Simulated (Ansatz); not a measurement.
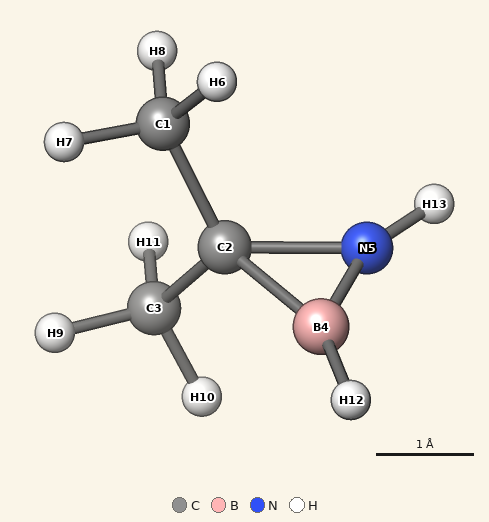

Fig. 1: The input geometry (ball-and-stick view, seen at a tilt; atoms are numbered from 1 in the order of the input). Bond lengths as drawn: B–C 1.57 Å, B–H 1.18 Å, B–N 1.34 Å, C–C 1.51 Å, C–H 1.09 to 1.10 Å, C–N 1.47 Å and H–N 1.00 Å.

# Run report: C₃H₈BN, single-point calculation

- system: C₃H₈BN
- method: RKS wB97X-V/def2-TZVPP (Ansatz 0.2.0)

The geometry comes from this level: PBE0-D4/def2-TZVP.

## The input
```yaml
crystal:
  periodic: [false, false, false]
  atoms:
    - {symbol: C, position_ang: [-1.443779, -0.064134, 0.125212]}
    - {symbol: C, position_ang: [0.064797, 0.007052, 0.127082]}
    - {symbol: C, position_ang: [0.711170, -0.901823, -0.891250]}
    - {symbol: B, position_ang: [0.861934, 0.570738, 1.352695]}
    - {symbol: N, position_ang: [0.654720, 1.346002, 0.274167]}
    - {symbol: H, position_ang: [-1.877474, 0.612031, 0.864659]}
    - {symbol: H, position_ang: [-1.781051, -1.078366, 0.356739]}
    - {symbol: H, position_ang: [-1.855339, 0.198274, -0.857821]}
    - {symbol: H, position_ang: [0.448365, -1.945435, -0.696743]}
    - {symbol: H, position_ang: [1.799583, -0.818701, -0.868503]}
    - {symbol: H, position_ang: [0.373642, -0.666348, -1.908711]}
    - {symbol: H, position_ang: [1.354558, 0.532015, 2.429352]}
    - {symbol: H, position_ang: [0.709372, 2.173898, -0.291976]}
basis:
  gaussian: {orbitals: def2-TZVPP}
hamiltonian: {xc: {name: wB97X-V}}
output: {orbitals: {seedname: orbitals}}
```

Machine: 4 threads of Intel Xeon, 15 GiB of memory available, shared host.

Command:
```bash
ansatz run in.yaml --threads 4 --pin off --events-out ev --progress --plain --max-ram 10444MiB
```

## Output
```
Functional definition: wB97X-V
  name "wB97X-V"
  cite "Mardirossian & Head-Gordon, Phys. Chem. Chem. Phys. 16, 9904 (2014) doi:10.1039/C3CP54374A"
  cite "Becke, J. Chem. Phys. 107, 8554 (1997) doi:10.1063/1.475007"
  cite "Vydrov & Van Voorhis, J. Chem. Phys. 133, 244103 (2010) doi:10.1063/1.3521275"
  parameter omega = 0.3/bohr
  parameter cx = 0.167
  parameter cx1 = 0.603
  parameter cx2 = 1.194
  parameter css0 = 0.556
  parameter css1 = -0.257
  parameter cos0 = 1.219
  parameter cos1 = -1.850
  parameter b = 6.0
  parameter c = 0.01
  exchange = spin_sum(e_x_unif_sr(omega)*poly(b97_u_x, 1 - cx, cx1, cx2)) + cx*exact_x_sr(omega) + exact_x_lr(omega)
  correlation = spin_sum(e_c_pw_same_spin*poly(b97_u_same, css0, css1))
      + integral(e_c_pw_opposite_spin*poly(b97_u_opposite, cos0, cos1)) + vv10(b, c)
1336 factors; their error is unknown
361 factors; integrals over basis functions are off by at most 9.9e-6 eV
mean field evaluation 1: about -5401.1252 eV, gradient 5.5e1 eV
mean field evaluation 2: about -5403.0414 eV, gradient 4.8e1 eV
mean field evaluation 4: about -5407.7515 eV, gradient 2.4e0 eV
mean field evaluation 8: about -5407.7716 eV, gradient 3.4e-2 eV
mean field evaluation 16: about -5407.7537 eV, gradient 3.3e-5 eV
mean field -5407.75369221 eV, -198.7312826818 hartree, gradient 3.3e-5 eV, S^2 0.000000; 0 other end points of the search recorded, 0 dependent functions left out
reference -5407.75368994 eV, -198.7312825982 hartree; 19, 19 occupied and 248, 248 virtual orbitals, 1336 factors
Total energy: -5407.75368994 eV, -198.7312825982 hartree
```

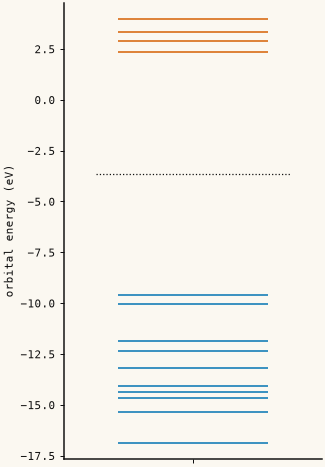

Fig. 2: Orbital energies near the frontier; the dotted line parts filled from empty levels, and levels within 0.02 eV of each other stand side by side. Highest filled −9.60 eV, lowest empty 2.33 eV, 11.93 eV apart.

## Results in brief

| quantity | value |
| --- | --- |
| outcome | converged |
| total energy | −5407.7537 eV |
| SCF solution under orbital rotations | stable |
| HOMO | −9.60 eV |
| LUMO | 2.33 eV |
| wall time | 4.4 s (CPU time 16 s) |
| peak memory | 0.76 GiB |
